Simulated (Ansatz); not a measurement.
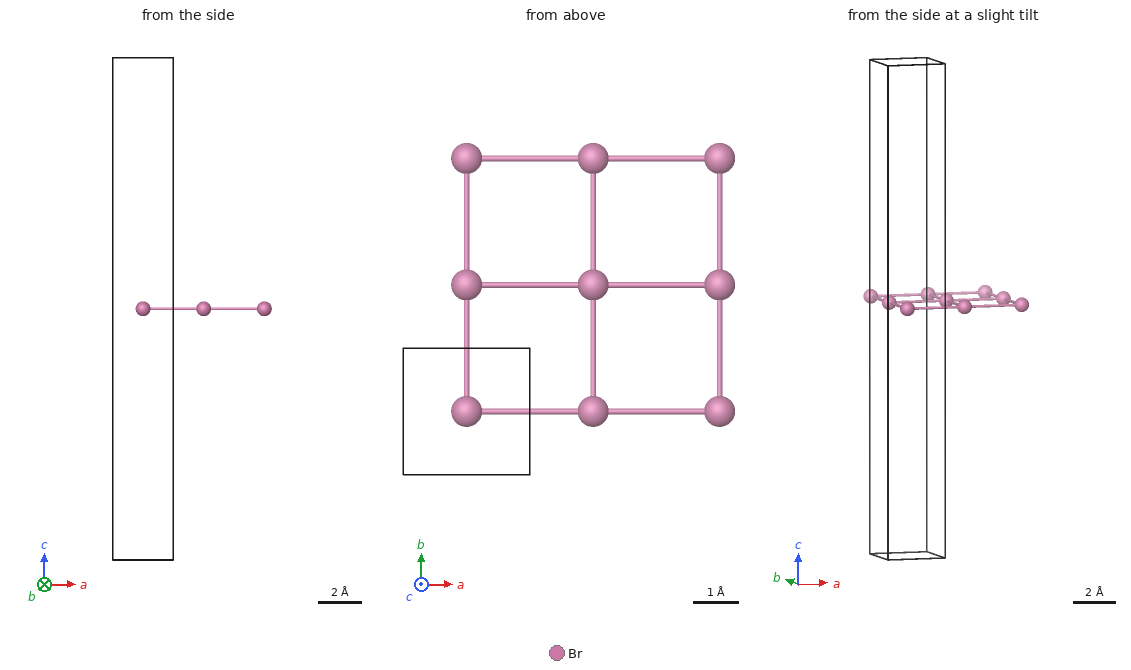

A ball-and-stick picture of a periodic sheet, seen from the side, from above and from the side at a slight tilt. The surface normal points up in side views; the box is the simulation cell. 3×3 cells are drawn in the plane, with atoms at the edges repeated.

The cell holds 1 Br.

**What is the slab's thickness, atom centre to atom centre?**

About 0.0 Å from the lowest to the highest atom, with about 24 Å of vacuum to the next image.

**Describe the coordination and connectivity.**

Each Br atom is coordinated by four Br in a square planar arrangement at about 2.9 Å. The bonds build Br layers parallel to the surface.

Source of the structure: a structure type filled with this element by a generator (whether the element takes this form wasn't checked). The geometry is the end of a relaxation with Ansatz, DFT PBE, scalar-relativistic, plane waves, PAW.
